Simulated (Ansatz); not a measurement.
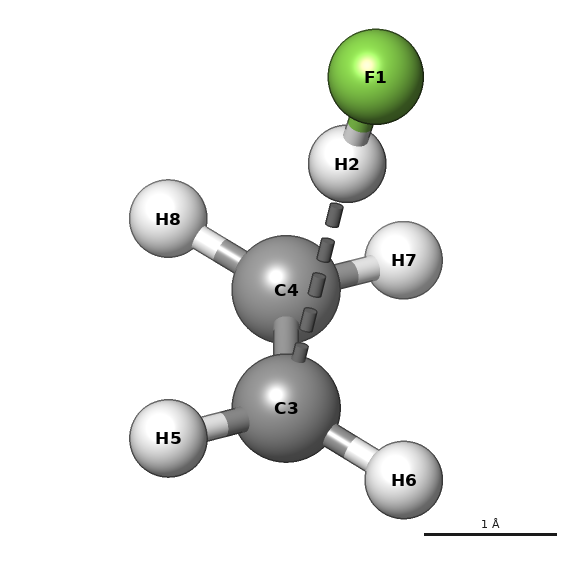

Two molecules or ions; the broken line marks their closest contact (measured against van der Waals radii). Geometry: a pair of rigid molecules at a changed separation. Program: Ansatz 0.2.0.

> Which two species are they?

HF and C2H4 (`C=C.F`).

> How long is the contact?

H2···C3 is 2.09 Å.

Give the counterpoise-corrected interaction energy (kJ/mol, monomers kept as in the pair) with RHF-CCSD(T) (frozen core)/def2-TZVPPD; ωB97M-V/def2-TZVPPD.

| level | interaction energy (kJ/mol) |
| --- | --- |
| RHF-CCSD(T) (frozen core)/def2-TZVPPD | −15.5 |
| ωB97M-V/def2-TZVPPD | −19.6 |
